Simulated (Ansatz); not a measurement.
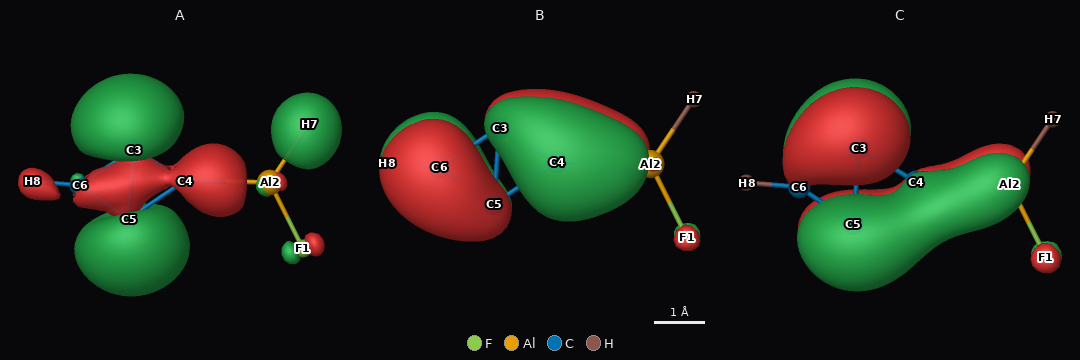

Figure. C4H2AlF. Three frontier orbitals at ±0.08 Å⁻³ᐟ² (green and red are the two phases), in no order.

Geometry: PBE0-D4/def2-TZVP.

Method: RKS PBE0-D4/def2-TZVPP in Ansatz 0.2.0.

```yaml
atoms:
  - { symbol: F, position_ang: [-1.6161, -2.1682, -1.4946] }
  - { symbol: Al, position_ang: [-0.1610, -1.8289, -0.8009] }
  - { symbol: C, position_ang: [0.8295, 0.7553, 0.6113] }
  - { symbol: C, position_ang: [0.0668, -0.1269, -0.0345] }
  - { symbol: C, position_ang: [-0.6017, 1.2097, 0.2437] }
  - { symbol: C, position_ang: [0.2061, 2.0327, 0.8825] }
  - { symbol: H, position_ang: [0.9728, -2.9127, -0.7987] }
  - { symbol: H, position_ang: [0.3958, 2.9820, 1.3353] }
```

Which picture is the HOMO−1, the HOMO and the LUMO?

Answer. A is the HOMO−1 (−8.59 eV). Its weight (Hirshfeld) is mainly on C5 (about 40 %), C3 (about 35 %), C4 (about 10 %) and C6 (about 5 %); it is symmetric in the molecular plane (an in-plane orbital: σ, lone-pair or in-plane π type). B is the HOMO (−6.57 eV). By Hirshfeld shares it lies mainly on C4 (about 35 %), C6 (about 30 %), C5 (about 10 %) and C3 (about 10 %); it changes sign across the molecular plane (π type); π-bonding across C3–C4 and C5–C6; π-antibonding (a node) across C3–C5, C3–C6 and C4–C5. C is the LUMO (−1.92 eV). By Hirshfeld shares it lies mainly on C3 (about 40 %), C5 (about 30 %), C4 (about 10 %), Al2 (about 10 %) and C6 (about 10 %); it changes sign across the molecular plane (π type); π-bonding across Al2–C4 and C4–C5; π-antibonding (a node) across C3–C5.

What is the HOMO–LUMO gap?

Answer. 4.65 eV between the orbital energies.
